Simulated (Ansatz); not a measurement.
Level of theory: PBE (plane waves to 420 eV, PAW; Ansatz, a first-principles code).

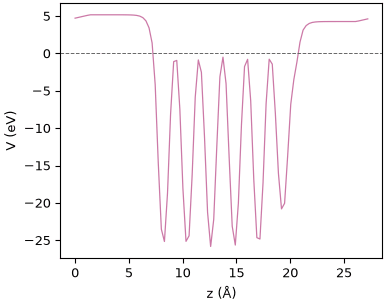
Planar average of the electrostatic potential across the slab, in eV from the Fermi level, for a constructed model of the (111) surface of fcc Rh, p(2x2) surface alloy, Pb on one Rh site of the top plane (bottom of the slab: a bare face, its two planes held)

Slab: 24 atoms, 11.1 Å thick at the start; k 8x8x1, smearing 0.1 eV, dipole-corrected; 8 atoms held, the rest relaxed; symmetry of the start imposed; no spin, no spin-orbit, no U. It is one candidate, not shown to be the stable structure of the face.

The vacuum level lies 4.27 eV above the Fermi level over the top face and 5.17 eV above it under the bottom face.
